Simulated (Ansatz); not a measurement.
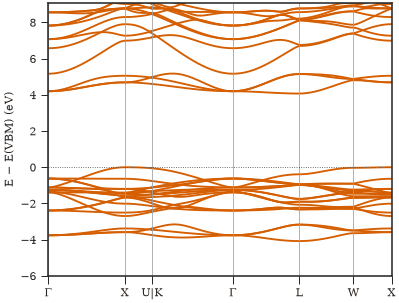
Fig. 1. Band structure from plane-wave PAW r²SCAN (Ansatz code)

Question: Read off the gap and where the band edges lie.

Answer: About 4.1 eV (4.07 eV by a search for the band edges); maximum at X, minimum at L.

Question: Pick the material that matches.
A) Ba2MgMoO6, Fm-3m (Ba on 8c, Mg on 4b, Mo on 4a, O on 24e)
B) BeTe, zinc blende
C) K2LiBiCl6, Fm-3m (K on 8c, Li on 4b, Bi on 4a, Cl on 24e)
D) Cs2NaAlH6, Fm-3m (Cs on 8c, Na on 4b, Al on 4a, H on 24e)

Answer: C, K2LiBiCl6, Fm-3m (K on 8c, Li on 4b, Bi on 4a, Cl on 24e)

The workflow started from a Materials Project entry (that database holds measured and hypothetical structures alike); the Crystallography Open Database copy checked does not list it. Whether it is the stable phase at ambient conditions was not checked. The r²SCAN relaxation kept the symmetry of its start; its stability against distortions is not shown here. Spin–orbit coupling is left out wherever it is not named.

Potentials: the later of the program's two PAW sets.
